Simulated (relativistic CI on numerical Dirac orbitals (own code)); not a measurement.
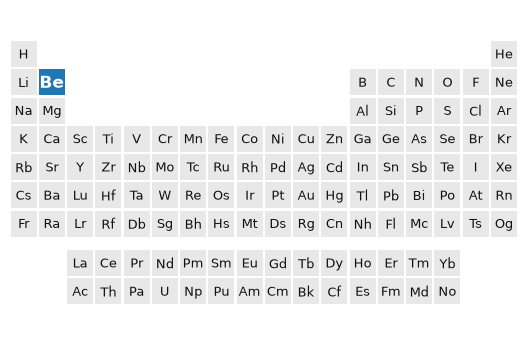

*The place of beryllium in the periodic table.*

## Run report: Be, relativistic CI calculation

- system: Be.
- method: Dirac-Coulomb-Breit CI, KLI orbitals optimised for each configuration, model QED (radiative potential, 1s self-energy scaled to tabulated hydrogen-like ionisation energies), numerical settings as typed (relativistic CI on numerical Dirac orbitals, in-house)

**Input**
```
atom Be  Z=4  charge=1  electrons=3
nucleus A=9  rms_radius_fm=2.5190
hamiltonian dirac-coulomb  breit=on  qed=on  c_scale=1
orbitals kli  potential=per-configuration
slater_scale 1
correlation none
mixing on
grid step=0.0125 r_max=102.8
scf mixing=0.4 start=green max_iterations=82 tolerance=2e-08 node_fill=0.05
configurations
  [He] 2s2
  [He] 2s 2p
  [He] 2p2
  [He] 2s 3s
  [He] 2s 3p
end
```

Launched within a batch (the task file carries these settings):
```bash
python <driver script> task.json out
```

The program writes its results to a structured record and prints no log; tables and figures of this report are taken from that record.

**Outcome**

| quantity | value |
| --- | --- |
| outcome | refused by the program |
| hardware | 1 CPU thread, shared host |

**What went wrong**

One thing in this input was made wrong on purpose: charge. The program refused the input; the driver noted: configuration [He] 2s2 has 4 electrons, the ion has 3.
